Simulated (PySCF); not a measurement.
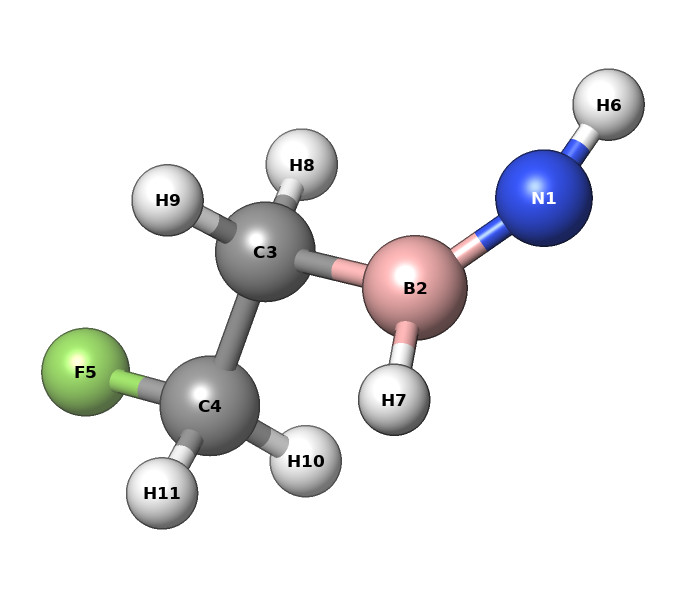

The species is neutral and a spin doublet. The computed structure is the end point of a GFN2-xTB optimisation. No frequency run is at hand to confirm it as a minimum. Level of theory: UKS B3LYP, pcH-1 on B C F H N, non-relativistic (PySCF 2.14.0). Fermi-contact and spin-dipolar terms alone, no spin-orbit part.

> Which nucleus has the largest dipolar (anisotropic) hyperfine coupling?

14N at N1: principal values −38.8, −33.4, 72.2 MHz.

List the isotropic and dipolar parts for the most strongly coupled nuclei, one of each equivalent set.

```
atom  isotope  a_iso (MHz)  dipolar part (MHz)
  N1      14N         56.4  −38.8, −33.4, 72.2
  H6       1H        −14.2  −45.4, −10.6, 55.9
  F5      19F         35.0  −27.3, −25.3, 52.6
  C3      13C         94.8  −17.1, −16.4, 33.5
  B2      11B        −44.2   −12.5, −1.2, 13.7
  H8       1H        −12.7    −9.3, −1.2, 10.5
  H7       1H        205.5     −5.8, −3.9, 9.7
  H9       1H         −2.7     −7.8, −1.5, 9.4
```

The geometry is semi-empirical. Around B such bond lengths and angles can be off by a tenth of an ångström or more and by several degrees, and values that hang on the shape move with them.
